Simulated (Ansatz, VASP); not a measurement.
# Cross-check of BN between VASP and Ansatz

One calculation is typed for both programs; each brings its own data sets. How far apart do they land? The cell is taken from a series of VASP runs on this material, whose earlier steps may have relaxed, scaled or displaced it; both programs get it as it stands. Valence electrons are named where the data sets of a main pair hold unlike numbers.

Calculated with Ansatz 0.2.0; plane waves, with VASP 6.6.1 beside it; band structure at PBE, dielectric response at LDA and single point at LDA.

## (1) The starting structure

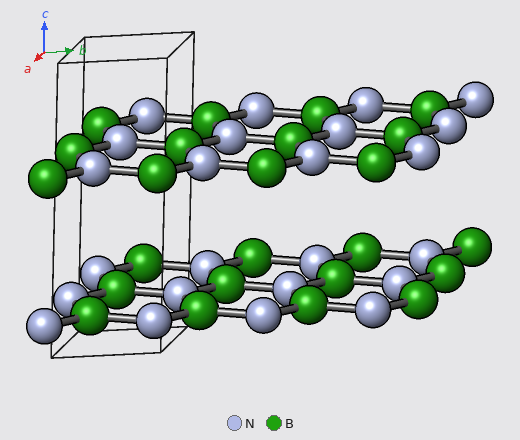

The cell as given, slightly off an axis (nitrogen light blue, boron green). 3×4×1 cells are drawn.

## (2) Ansatz: band structure, PBE

Ansatz runs on its default PAW (the set named soft_2) files.

The same path points are solved in both programs, so levels can be compared one by one.

input.yaml

```yaml
crystal:
  lattice:
    - [2.50399, 0.0, 0.0]
    - [-1.251995, 2.1685189508, 0.0]
    - [0.0, 0.0, 6.6612]
  atoms:
    - { symbol: "N", position: [0.6666666667, 0.3333333333, 0.25] }
    - { symbol: "N", position: [0.3333333333, 0.6666666667, 0.75] }
    - { symbol: B, position: [0.6666666667, 0.3333333333, 0.75] }
    - { symbol: B, position: [0.3333333333, 0.6666666667, 0.25] }
hamiltonian:
  xc: pbe
  pseudopotentials: { kind: paw }
kpoints:
  mp_grid: { grid: [10, 10, 4] }
  band_path:
    path:
      - [0.0, 0.0, 0.0]
      - [0.16667, 0.0, 0.0]
      - [0.33333, 0.0, 0.0]
      - [0.5, 0.0, 0.0]
      - [0.46296, 0.07407, 0.0]
      - [0.40741, 0.18519, 0.0]
      - [0.35185, 0.2963, 0.0]
      - [0.2963, 0.2963, 0.0]
      - [0.18519, 0.18519, 0.0]
      - [0.07407, 0.07407, 0.0]
      - [0.0, 0.0, 0.0]
      - [0.0, 0.0, 0.16667]
      - [0.0, 0.0, 0.33333]
      - [0.0, 0.0, 0.5]
      - [0.11111, 0.0, 0.5]
      - [0.33333, 0.0, 0.5]
      - [0.5, 0.0, 0.5]
      - [0.46296, 0.07407, 0.5]
      - [0.40741, 0.18519, 0.5]
      - [0.35185, 0.2963, 0.5]
      - [0.2963, 0.2963, 0.5]
      - [0.18519, 0.18519, 0.5]
      - [0.07407, 0.07407, 0.5]
      - [0.5, 0.0, 0.5]
      - [0.5, 0.0, 0.33333]
      - [0.5, 0.0, 0.16667]
      - [0.5, 0.0, 0.0]
      - [0.33333, 0.33333, 0.11111]
      - [0.33333, 0.33333, 0.27778]
      - [0.33333, 0.33333, 0.5]
    npoints: 1
scf:
  occupations: { method: gaussian, width: 0.03 }
  n_extra_bands: 8
output:
  forces: true
  stress: true
  eigenvalues: true
  write_density: true
  write_potential: true
  elf: true
  volumetric_format: npy
```

Run with:

```sh
ansatz run input.yaml --threads 2 --pin off --max-ram 4608MiB --backend cpu --events-out ev --progress --plain --runs-dir out
```

Numbers of over 12 decimals in the logs are rounded to 6 here.

Log:

```text
scf.n_extra_bands = 8 over 8 filled bands (N_el = 16.0): the run solves 16 bands
Engine: ansatz 0.2.0, aarch64-unknown-linux-gnu
Pseudopotentials: kind: paw
Pseudopotential: N, paw, valence charge 5, recommended cutoff 420 eV (normal), N.paw.azcp
Pseudopotential: B, paw, valence charge 3, recommended cutoff 420 eV (normal), B.paw.azcp
Functional definition: PBE
  parameter kappa = 0.804
  parameter beta = 0.066725
  exchange = pbe_x(kappa = kappa, mu = beta*pi^2/3)
  correlation = pbe_c(beta = beta)
Crystal: 4 atoms, lattice volume = 36.170 Å³
Basis set: ecut = 420 eV, 713 PW (Γ), exchange–correlation on 36×36×90 points (8 copies of the dense FFT grid, shifted against one another)
Bands: 16, of which v1, the nominal top of the filled ones, is band 8 counted from 1 (7 counted from 0)
Symmetry: 24 space group operations
Space group: P63/mmc (ITA 194), of the structure as read, at distance tolerance 3.3e-5 Å
k-points: 42 of 400
Non-local potential: N, projectors of the file, l = 0: 2, l = 1: 2, l = 2: 1
Non-local potential: B, projectors of the file, l = 0: 2, l = 1: 2, l = 2: 1
PAW form: soft (Blöchl's): semilocal exchange-correlation on the pseudo side does not see the compensation charge
PAW one-centre angular grid: N, 110 points (default); XC on 64 Gauss nodes
PAW one-centre angular grid: B, 110 points (default); XC on 64 Gauss nodes
Initial density: superposition of atomic densities (neutral atoms: chi_scale 0, normalization atom), corrected by the library's trained network
Initial wavefunctions: pseudopotential atomic-orbital guess
Functional: x = pbe(κ = 0.804, μ = 0.219515), c = pbe(β = 0.066725)
SCF iter   1: F=—  HF=-1084.807582 eV  |F-HF|=—  |Δ(HF+E_count)|=         —  Δρ=1.47e-3  dr2=2.11e-4  ethr=1.77e-3  ⟨swp⟩=6.2  Hψ=3484  notcnv=0  defer=7
preconditioner: auto → none  [insulator: Δε(μ)=4.241 eV  Ē_g=18.644 eV  σ=0.030 eV  W_gap=1.00  n_scr=4 (ndim 8)  ℏωp=24.7 eV  f_vac=0.023  D(μ)=0.00/eV (n_scr^D=0)  ε∞_Penn≈2.8]
SCF iter   2: F=—  HF=-1084.809000 eV  |F-HF|=—  |Δ(HF+E_count)|=   1.42e-3  Δρ=7.59e-4  dr2=3.85e-5  ethr=1.32e-6  ⟨swp⟩=2.1  Hψ=1425  notcnv=0  defer=61
SCF iter   3: F=—  HF=-1084.809308 eV  |F-HF|=—  |Δ(HF+E_count)|=   3.07e-4  Δρ=3.29e-4  dr2=8.33e-6  ethr=2.41e-7  ⟨swp⟩=2.0  Hψ=886  notcnv=0  defer=61
SCF iter   4: F=—  HF=-1084.809374 eV  |F-HF|=—  |Δ(HF+E_count)|=   6.64e-5  Δρ=2.70e-5  dr2=1.25e-7  ethr=5.21e-8  ⟨swp⟩=2.1  Hψ=922  notcnv=0  defer=61
iter 5 did not close the SCF: its close was put off for the readings that it lacked (scf_convergence_deferred on its scf_iter line)
SCF iter   5: F=-1084.809374 eV  HF=-1084.809374 eV  |F-HF|=3.30e-8  |Δ(HF+E_count)|=   1.42e-7  Δρ=9.17e-6  dr2=9.82e-9  ethr=7.84e-10  ⟨swp⟩=2.4  Hψ=872  notcnv=0  defer=61
SCF iter   6: F=-1084.809374 eV  HF=-1084.809374 eV  |F-HF|=6.28e-11  |Δ(HF+E_count)|=   3.68e-8  Δρ=9.99e-7  dr2=2.11e-10  ethr=6.14e-11  ⟨swp⟩=8.6  Hψ=3664  notcnv=0
SCF 1 converged in 6 iterations: F = -1084.809374 eV  dr2 = 2.11e-10
  greatest PAW one-centre occupation: 0.797 electrons in one spin orbital (limit 2), on the N atom at site 1 (counted from 0), in its partial waves of l = 0
NSCF: frozen V_eff on 30 k-points
SCF converged after 6 iterations
Free energy (F): -1084.809374 eV
Harris-Foulkes:  -1084.809374 eV  (|F-HF|=6.28e-11)
Internal energy: -1084.809374 eV  (E = F + TS)
E sigma→0 (E₀):  -1084.809374 eV
Fermi energy:    6.876685 eV
--- Per-component energies (eV) ---
  E_band       = -38.483258
  E_kinetic    = 366.916411
  E_local      = -696.310732  (includes V_loc(G=0)·N_el)
  E_nonlocal   = 115.663131
  E_hartree    = 224.896284
  E_xc         = -184.452369
  E_vxc        = -228.846939  (∫ρ·V_xc dr)
  E_paw        = -413.647080  (= ΣΔE_a)
  E_vpaw       = -45.698010  (= ΣTr[D̂ρ^β])
  E_aug_tail   = 0.000204  (compensation charges beyond the density's cutoff)
  E_ewald      = -497.875223
  E_smearing   = -0.000000  (= −TS)
  E_closure    = 0.000000  (closes the sum)
  Σ components = -1084.809374   (vs F -1084.809374, Δ=0.00e0)
--- Forces (eV/Å), atoms counted from 1 ---
  atom   1  N     -0.00000000     0.00000000    -0.00000000
  atom   2  N     -0.00000000    -0.00000000     0.00000000
  atom   3  B      0.00000000     0.00000000     0.00000000
  atom   4  B      0.00000000    -0.00000000    -0.00000000
  max |Σ_I F_I| component: 5.55e-17 eV/Å
--- Stress (GPa, compression-positive) ---
        3.565347       0.000000       0.000000
       -0.000000       3.565347       0.000000
        0.000000       0.000000       2.839848
  P = ⅓ Tr σ = 3.3235 GPa (33.235 kbar)
--- Band table (eV; the first three rows and the last of 42) ---
  k-point 0: bands = [... 4 lower, 3.3832, 3.3832, 3.4179, 3.4179, 9.9557, 14.9918, 16.2893, 16.2893, ... 4 higher]
  k-point 1: bands = [... 4 lower, 3.3885, 3.3885, 3.4135, 3.4135, 10.6484, 14.0936, 16.3068, 16.3068, ... 4 higher]
  k-point 2: bands = [... 4 lower, 3.4008, 3.4008, 3.4008, 3.4008, 12.3017, 12.3017, 16.3486, 16.3486, ... 4 higher]
  k-point 41: bands = [... 4 lower, -2.1058, -2.1058, 4.5231, 4.5231, 9.5109, 9.5109, 16.8674, 16.8674, ... 4 higher]
```

Elapsed: 1.2 s, on 2 threads of Arm Neoverse V1, shared host; peak memory 0.29 GiB.

## (3) VASP: band structure, PBE

The same cell, functional, mesh and smearing now go to VASP, with its own data sets.

Lines of VASP's logs that name or quote its potential files are left out, and so is its time.

INCAR

```
SYSTEM = BN
PREC = Accurate
ENCUT = 460
EDIFF = 1E-06
NELM = 100
ISMEAR = 0
SIGMA = 0.03
LREAL = .FALSE.
ALGO = Normal
GGA = PE
NBANDS = 22
LORBIT = 11
LWAVE = .FALSE.
LCHARG = .FALSE.
KPAR = 8
LASPH = .TRUE.
```

POSCAR

```
BN
1.0
    2.5039900000      0.0000000000      0.0000000000
   -1.2519950000      2.1685189508      0.0000000000
    0.0000000000      0.0000000000      6.6612000000
N B
2 2
Direct
    0.6666666667      0.3333333333      0.2500000000
    0.3333333333      0.6666666667      0.7500000000
    0.6666666667      0.3333333333      0.7500000000
    0.3333333333      0.6666666667      0.2500000000
```

KPOINTS

```
Automatic mesh
0
Gamma
10 10 4
0 0 0
```

KPOINTS_OPT

```
Line mode
10
Line-mode
Reciprocal
  0.00000000   0.00000000   0.00000000 GAMMA
  0.50000000   0.00000000   0.00000000 M

  0.50000000   0.00000000   0.00000000 M
  0.33333333   0.33333333   0.00000000 K

  0.33333333   0.33333333   0.00000000 K
  0.00000000   0.00000000   0.00000000 GAMMA

  0.00000000   0.00000000   0.00000000 GAMMA
  0.00000000   0.00000000   0.50000000 A

  0.00000000   0.00000000   0.50000000 A
  0.50000000   0.00000000   0.50000000 L

  0.50000000   0.00000000   0.50000000 L
  0.33333333   0.33333333   0.50000000 H

  0.33333333   0.33333333   0.50000000 H
  0.00000000   0.00000000   0.50000000 A

  0.50000000   0.00000000   0.50000000 L
  0.50000000   0.00000000   0.00000000 M

  0.33333333   0.33333333   0.00000000 K
  0.33333333   0.33333333   0.50000000 H
```

The projector-augmented-wave data sets are N and B (PBE family, release 64).

Run with:

```sh
mpirun -np 8 vasp_std
```

Log:

```text
[banner, memory and clock lines left out]
running    8 mpi-ranks, on    1 nodes
 distrk:  each k-point on    1 cores,    8 groups
 distr:  one band on    1 cores,    1 groups

 POSCAR found type information on POSCAR N B
 POSCAR found :  2 types and       4 ions
|                                                                             |
|           W    W    AA    RRRRR   N    N  II  N    N   GGGG   !!!           |
|           W    W   A  A   R    R  NN   N  II  NN   N  G    G  !!!           |
|           W    W  A    A  R    R  N N  N  II  N N  N  G       !!!           |
|           W WW W  AAAAAA  RRRRR   N  N N  II  N  N N  G  GGG   !            |
|           WW  WW  A    A  R   R   N   NN  II  N   NN  G    G                |
|           W    W  A    A  R    R  N    N  II  N    N   GGGG   !!!           |
|                                                                             |
|     For optimal performance we recommend to set                             |
|       NCORE = 2 up to number-of-cores-per-socket                            |
|     NCORE specifies how many cores store one orbital (NPAR=cpu/NCORE).      |
|     This setting can greatly improve the performance of VASP for DFT.       |
|     The default, NCORE=1 might be grossly inefficient on modern             |
|     multi-core architectures or massively parallel machines. Do your        |
|     Unfortunately you need to use the default for GW and RPA                |
|     calculations (for HF NCORE is supported but not extensively tested      |
|     yet).                                                                   |
|                                                                             |

 LDA part: xc-table for (Slater+PW92), standard interpolation
 POSCAR, INCAR and KPOINTS ok, starting setup
 FFT: planning ... GRIDC
 FFT: planning ... GRID_SOFT
 FFT: planning ... GRID
 WAVECAR not read
 entering main loop
       N       E                     dE             d eps       ncg     rms          rms(c)
DAV:   1     0.377668003420E+02    0.37767E+02   -0.69229E+03  1848   0.607E+02
DAV:   2    -0.364211633624E+02   -0.74188E+02   -0.70237E+02  2354   0.171E+02
DAV:   3    -0.387090796987E+02   -0.22879E+01   -0.22738E+01  2332   0.268E+01
DAV:   4    -0.387191622433E+02   -0.10083E-01   -0.10082E-01  2020   0.204E+00
DAV:   5    -0.387192179128E+02   -0.55669E-04   -0.55669E-04  2374   0.128E-01    0.113E+01
DAV:   6    -0.355168079216E+02    0.32024E+01   -0.26311E+00  2092   0.124E+01    0.508E+00
DAV:   7    -0.352334447561E+02    0.28336E+00   -0.47307E-01  2196   0.429E+00    0.323E+00
DAV:   8    -0.351592208346E+02    0.74224E-01   -0.15987E-01  2188   0.230E+00    0.412E-01
DAV:   9    -0.351567066417E+02    0.25142E-02   -0.70632E-03  2084   0.597E-01    0.208E-01
DAV:  10    -0.351577096038E+02   -0.10030E-02   -0.12615E-03  2010   0.200E-01    0.381E-02
DAV:  11    -0.351577405017E+02   -0.30898E-04   -0.45899E-05  2226   0.477E-02    0.199E-02
DAV:  12    -0.351577702717E+02   -0.29770E-04   -0.32656E-05  1968   0.287E-02    0.346E-03
DAV:  13    -0.351577707750E+02   -0.50327E-06   -0.41403E-07  2092   0.363E-03
   1 F= -.35157771E+02 E0= -.35157771E+02  d E =-.406484E-18
 Start KPOINTS_OPT (optional k-point list driver)
k-point batch [1-42\90]
       N       E                     dE             ncg
DAV:   1     0.838764929598E+02   -0.16075E+05     1856
DAV:   2    -0.298447859572E+04   -0.30684E+04     2384
DAV:   3    -0.308399827063E+04   -0.99520E+02     2328
DAV:   4    -0.308431866205E+04   -0.32039E+00     2032
DAV:   5    -0.308431984213E+04   -0.11801E-02     2296
DAV:   6    -0.308431984925E+04   -0.71172E-05     2152
DAV:   7    -0.308431984930E+04   -0.49899E-07     1852
[...]
k-point batch [85-90\90]
       N       E                     dE             ncg
DAV:   1     0.243707898550E+05   -0.49330E+04      264
DAV:   2     0.240036496529E+05   -0.36714E+03      324
DAV:   3     0.239915207445E+05   -0.12129E+02      336
DAV:   4     0.239914737753E+05   -0.46969E-01      264
DAV:   5     0.239914735923E+05   -0.18297E-03      320
DAV:   6     0.239914735913E+05   -0.10313E-05      316
DAV:   7     0.239914735913E+05   -0.63301E-08      266
```

OUTCAR, selected parts (step 3):

```text
ion  position               nearest neighbor table
   1  0.667  0.333  0.250-   4 1.45   4 1.45   4 1.45
   2  0.333  0.667  0.750-   3 1.45   3 1.45   3 1.45
   3  0.667  0.333  0.750-   2 1.45   2 1.45   2 1.45
   4  0.333  0.667  0.250-   1 1.45   1 1.45   1 1.45

  LATTYP: Found a hexagonal cell.
 ALAT       =     2.5039900000
 C/A-ratio  =     2.6602342661

 Subroutine GETGRP returns: Found 24 space group operations
 (whereof 12 operations were pure point group operations)

The static configuration has the point symmetry D_3d.
 The point group associated with its full space group is D_6h.

 Found     42 irreducible k-points:

   k-points           NKPTS =     42   k-points in BZ     NKDIM =     42   number of bands    NBANDS=     22

   dimension x,y,z NGX =    18 NGY =   18 NGZ =   48
   dimension x,y,z NGXF=    36 NGYF=   36 NGZF=   96

   ENCUT  =  460.0 eV  33.81 Ry    5.81 a.u.   4.38  4.38 11.65*2*pi/ulx,y,z

   NELECT =      16.0000    total number of electrons

 k-points in reciprocal lattice and weights: Automatic mesh
   0.00000000  0.00000000  0.00000000       0.003
   0.10000000 -0.00000000  0.00000000       0.015
   0.20000000 -0.00000000  0.00000000       0.015
   0.30000000  0.00000000  0.00000000       0.015
   0.40000000 -0.00000000  0.00000000       0.015
   0.50000000 -0.00000000  0.00000000       0.007
   0.10000000  0.10000000  0.00000000       0.015
   0.20000000  0.10000000  0.00000000       0.030
   0.30000000  0.10000000  0.00000000       0.030
[...]
0.40000000  0.20000000  0.50000000       0.015
   0.30000000  0.30000000  0.50000000       0.015

 average (electrostatic) potential at core
       1 -64.9140       2 -64.9140       3 -29.0051       4 -29.0051

 E-fermi :   2.4643

 k-point     1 :       0.0000    0.0000    0.0000
  band No.  band energies     occupation
    ...
      4      -1.8585      2.00000
      5       0.9191      2.00000
      6       0.9191      2.00000
      7       0.9542      2.00000
      8       0.9542      2.00000
      9       7.4906      0.00000
     10      12.5346      0.00000
     11      13.7996      0.00000
     12      13.7996      0.00000
     13      13.9211      0.00000
    ...

 k-point     2 :       0.1000   -0.0000    0.0000
  band No.  band energies     occupation
    ...
      4      -1.6175      2.00000
      5       0.1303      2.00000
      6       0.1613      2.00000
      7       0.5524      2.00000
      8       0.5933      2.00000
      9       7.8414      0.00000
     10      12.3981      0.00000
     11      13.5683      0.00000
     12      13.8220      0.00000
     13      14.5585      0.00000
    ...

 k-point     3 :       0.2000   -0.0000    0.0000
  band No.  band energies     occupation
    ...
      4      -1.7541      2.00000
      5      -1.7079      2.00000
      6      -0.9167      2.00000
      7      -0.2712      2.00000
      8      -0.2206      2.00000
      9       8.7346      0.00000
     10      11.7445      0.00000
     11      12.6873      0.00000
     12      13.0703      0.00000
     13      13.7114      0.00000
    ...

  Total        0.7212808      0.7212808      0.4270710     -0.0000000      0.0000000      0.0000000
  in kB       31.9496915     31.9496915     18.9174413     -0.0000000      0.0000000      0.0000000
  external PRESSURE =      27.6056081 kB  Pullay stress =       0.0000000 kB

  energy-cutoff  :      460.00
  volume of cell :       36.17
      direct lattice vectors                 reciprocal lattice vectors
     2.503990000  0.000000000  0.000000000     0.399362617  0.230572115  0.000000000
    -1.251995000  2.168518951  0.000000000     0.000000000  0.461144229  0.000000000
     0.000000000  0.000000000  6.661200000     0.000000000  0.000000000  0.150123101

 POSITION                                       TOTAL-FORCE (eV/Angst)
 -----------------------------------------------------------------------------------
      1.25200      0.72284      1.66530         0.000000      0.000000      0.000000
     -0.00000      1.44568      4.99590        -0.000000     -0.000000      0.000000
      1.25200      0.72284      4.99590        -0.000000      0.000000      0.000000
     -0.00000      1.44568      1.66530         0.000000     -0.000000      0.000000
 -----------------------------------------------------------------------------------
    total drift:                               -0.000000      0.000000      0.000000

  FREE ENERGIE OF THE ION-ELECTRON SYSTEM (eV)
  ---------------------------------------------------
  free  energy   TOTEN  =       -35.1577707750 eV

  energy  without entropy=      -35.1577707750  energy(sigma->0) =      -35.15777077

 total charge
# of ion       s       p       d       tot
------------------------------------------
    1        1.230   2.786   0.000   4.016
    2        1.230   2.786   0.000   4.016
    3        0.745   1.426   0.000   2.171
    4        0.745   1.426   0.000   2.171
--------------------------------------------------
tot          3.950   8.424   0.000  12.374

[... 3 further parts left out ...]
```

The run ends at a pressure of 2.76 GPa.

## (4) Comparison

Known differences besides the potentials themselves: the cutoff is 420 eV in Ansatz and 460 eV in VASP. Total energies have different zeros and are not compared.

Both answers:

```tsv
quantity	Ansatz	VASP	difference
pressure (GPa)	3.32	2.76	+0.56
pressure without Ansatz's Pulay correction (GPa)	2.73	2.76	-0.03
gap over the path points (eV)	4.257	4.250	+0.007
```

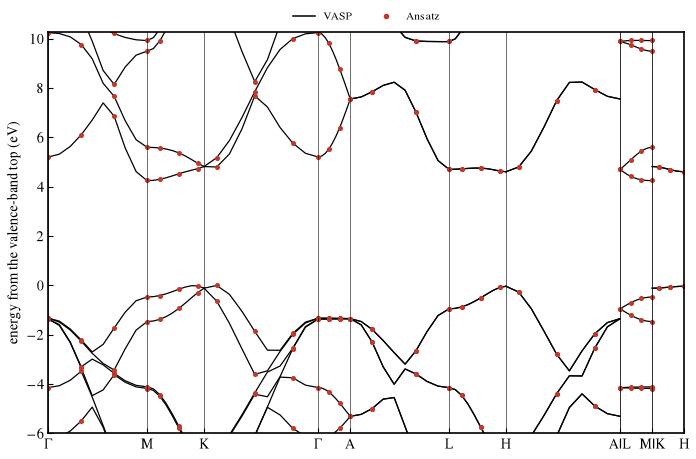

Bands from VASP (lines) and levels from Ansatz (dots). Dots without a line are higher empty bands that the VASP plot leaves out.

Levels at points of the path, from each program's valence-band top (eV; 4 filled, then empty):

```tsv
k (reciprocal lattice)	Ansatz	VASP
0.000 0.000 0.000	-1.36 -1.36 -1.33 -1.33 5.21 10.25 11.55	-1.36 -1.36 -1.33 -1.33 5.21 10.26 11.52
0.167 0.000 0.000	-3.33 -3.30 -2.25 -2.21 6.11 9.77 10.97	-3.34 -3.30 -2.26 -2.21 6.11 9.77 10.96
0.333 0.000 0.000	-3.62 -3.56 -3.42 -1.73 6.87 7.67 8.16	-3.62 -3.56 -3.43 -1.73 6.87 7.67 8.15
0.500 0.000 0.000	-4.18 -4.11 -1.46 -0.47 4.26 5.61 9.51	-4.17 -4.11 -1.46 -0.47 4.25 5.60 9.50
0.463 0.074 0.000	-4.49 -4.42 -1.37 -0.41 4.31 5.58 9.91	-4.49 -4.42 -1.37 -0.41 4.30 5.57 9.91
0.407 0.185 0.000	-5.77 -5.70 -0.93 -0.15 4.53 5.38 11.50	-5.77 -5.70 -0.93 -0.15 4.53 5.38 11.50
0.352 0.296 0.000	-7.04 -7.01 -0.29 -0.01 4.74 4.96 10.87	-7.05 -7.02 -0.29 -0.01 4.74 4.96 10.87
0.296 0.296 0.000	-6.80 -6.77 -0.64 0.00 4.81 5.18 11.12	-6.80 -6.77 -0.64 0.00 4.80 5.18 11.12
0.185 0.185 0.000	-4.41 -4.35 -3.60 -1.86 7.69 7.86 8.27	-4.41 -4.35 -3.60 -1.86 7.69 7.86 8.27
0.074 0.074 0.000	-2.56 -2.54 -1.98 -1.94 5.78 10.00 11.46	-2.56 -2.54 -1.98 -1.94 5.77 10.01 11.44
```

Among the levels compared at these points, filled levels agree within 4 meV and empty ones within 27 meV. Ansatz's pressure holds a Pulay correction of 0.59 GPa; VASP's holds none.

[end of part 1 of 2]

[Lines on the potential files, build, host, timing and source positions are cut from VASP's logs without a mark.]

[Logs are printed without paths, hosts, clocks, repeated set-up lines and the standing remarks that a program may print on its own settings, such as how far it seeks lower states.]

[Hosts, paths, dates, database ids (printed as entryN), source tags and the programs' standing remarks are cut or masked in the printed files.]
